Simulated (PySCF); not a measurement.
Ionisation energy of Fe⁺ ([Ar] 3d⁶ 4s → [Ar] 3d⁶). PySCF, x2c-SVPall, spin-free X2C-1e, unrestricted single determinants, no spin-orbit coupling. Methods marked “valence” freeze 18 core electrons.

By method:

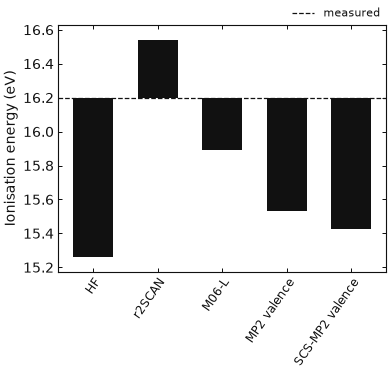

```json
{"Method": "HF", "Ionisation energy (eV)": "15.26"}
{"Method": "r2SCAN", "Ionisation energy (eV)": "16.54"}
{"Method": "M06-L", "Ionisation energy (eV)": "15.89"}
{"Method": "MP2 valence", "Ionisation energy (eV)": "15.53"}
{"Method": "SCS-MP2 valence", "Ionisation energy (eV)": "15.43"}
```

The values run from 15.26 eV (HF) to 16.54 eV (r2SCAN). The measured value is 16.20 eV; nearest to it come M06-L (−0.31) and r2SCAN (+0.34), furthest HF (−0.94 eV).

Note: spin-orbit shift not estimated.
